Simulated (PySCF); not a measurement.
C₅H₈N (SMILES C[CH][C@H](C)C#N) (doublet)

```yaml
atoms:
  - { symbol: C, position_ang: [2.0118, -0.2014, 0.1281] }
  - { symbol: C, position_ang: [0.7015, -0.2608, -0.5481] }
  - { symbol: C, position_ang: [-0.5584, 0.0932, 0.1597] }
  - { symbol: C, position_ang: [-1.8020, -0.5904, -0.4199] }
  - { symbol: C, position_ang: [-0.6600, 1.5336, -0.0022] }
  - { symbol: N, position_ang: [-0.6653, 2.6651, -0.1789] }
  - { symbol: H, position_ang: [1.9355, -0.5184, 1.1686] }
  - { symbol: H, position_ang: [2.4146, 0.8204, 0.1310] }
  - { symbol: H, position_ang: [2.7384, -0.8283, -0.3871] }
  - { symbol: H, position_ang: [0.6714, -0.3138, -1.6235] }
  - { symbol: H, position_ang: [-0.4731, -0.1197, 1.2328] }
  - { symbol: H, position_ang: [-1.7107, -1.6685, -0.3109] }
  - { symbol: H, position_ang: [-2.6979, -0.2574, 0.0997] }
  - { symbol: H, position_ang: [-1.9064, -0.3540, -1.4765] }
```

Geometry: GFN2-xTB.

Theory: PySCF, UKS B3LYP, pcH-1 on C H N, non-relativistic, mean-field spin-orbit, GIAO.

Question: Predict the electron density, electron localisation function and spin density between the atoms.

Answer: C–N (1.15 Å): ρ at the midpoint is about 3.5 e/Å³; the ELF peaks at about 0.90 between the atoms; a multiple bond.
C–C (1.45 Å): the density is about 1.7 e/Å³ at the midpoint; the ELF peaks at about 0.95 between the atoms; localised, covalent bonding.
C–H (1.09 Å): ρ is about 1.8 e/Å³ halfway; the ELF climbs to about 1 towards the hydrogen, as it does in any bond to H: an ordinary covalent bond to hydrogen.
C–C (1.53 Å): ρ at the midpoint is about 1.5 e/Å³; the ELF peaks at about 0.95 between the atoms: a shared electron pair.
The unpaired spin (1 electron) lies mostly on C2 (about 0.7), in electrons by Hirshfeld's partition.

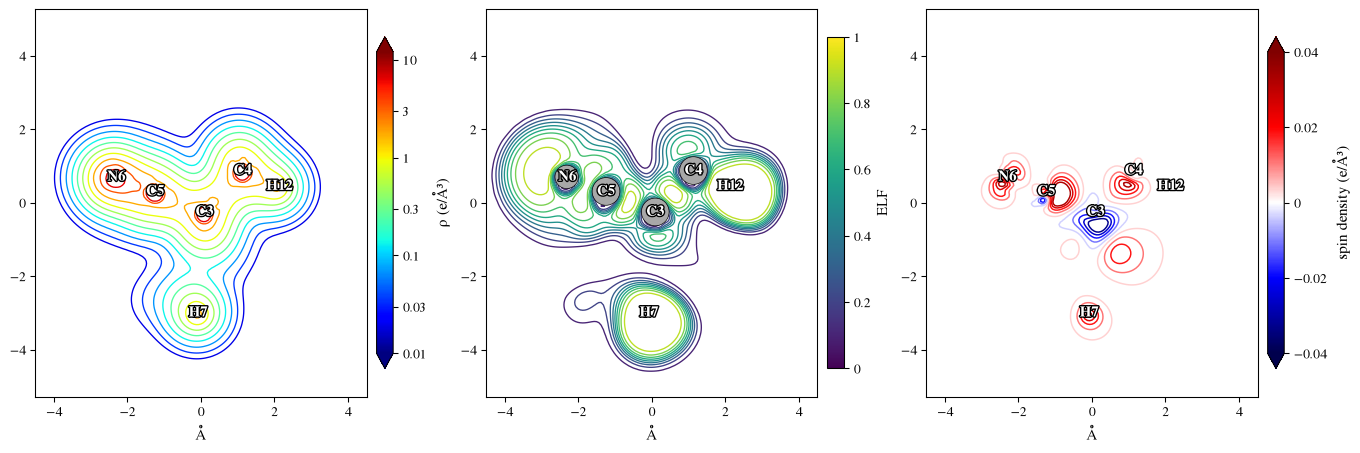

Computed electron density, electron localisation function and spin density on the plane of atoms C3, C4 and H12, in this order. Grey discs cover the atomic cores in the ELF map. 
